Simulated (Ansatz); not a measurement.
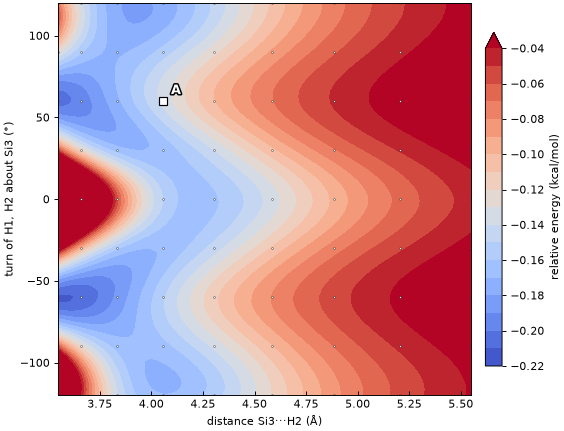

The pair H₂···H₄Si. The turn is about an axis along (−0.32, −0.95, 0.01) in the frame of the relaxed pair, normal to the line between the partners. The first coordinate is: distance Si3···H2; the second: turn of H1, H2 about Si3. The grid has 9 × 9 points. All energies are given in kcal/mol relative to the two partners far apart, frozen as in the relaxed pair, each in its own basis (no counterpoise correction). Computed with Ansatz, RKS wB97X-V/def2-TZVPD.

Drawn: filled contours, dots at the grid points, one colour for all values above the top of the scale, the point A. Between grid points the surface is interpolated.

Is A at rest? If not, where is it pushed?

A, at distance Si3···H2 = 4.055 Å, turn of H1, H2 about Si3 = 60°, is not a stationary point. The computed force is 0.16 kcal/mol for each Å towards smaller values of distance Si3···H2 and 0.00037 kcal/mol for each degree towards smaller values of turn of H1, H2 about Si3.
